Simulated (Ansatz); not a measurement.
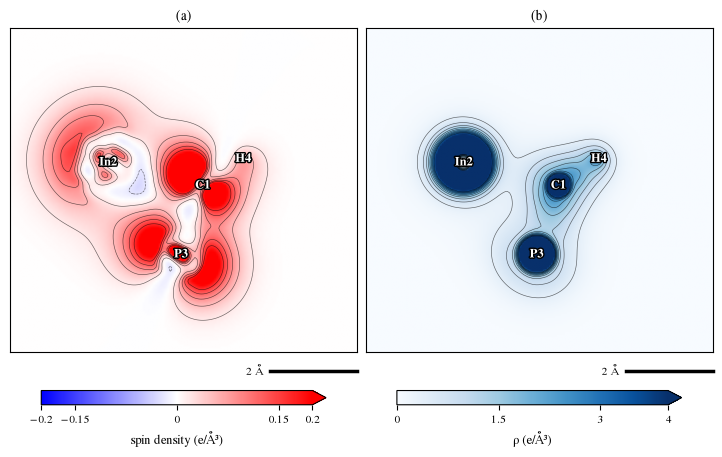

Figure 1: CHInP (SMILES [CH]1=[P][In+]1) (charge +1, triplet). (a) spin density (α minus β); (b) electron density on the molecular plane.

Geometry: r2SCAN-D4/def2-SVP; core potentials replace the inner electrons of In.

All numbers below come from isolated molecule in a Gaussian basis; Kohn-Sham density functional theory, functional PBE0 in Ansatz.

**Read the bonding off the picture.**

Atoms in the plane: C, In, P and H. C–P (1.66 Å): ρ is about 1.4 e/Å³ halfway. C–In (2.26 Å): the density is about 0.5 e/Å³ at the midpoint. In–P (2.71 Å): ρ at the midpoint is about 0.31 e/Å³. C–H (1.10 Å): the density is about 2.1 e/Å³ at the midpoint. The unpaired spin (2 electrons) lies mostly on In2 (about 0.8), P3 (about 0.7) and C1 (about 0.4), in electrons by Hirshfeld's partition.
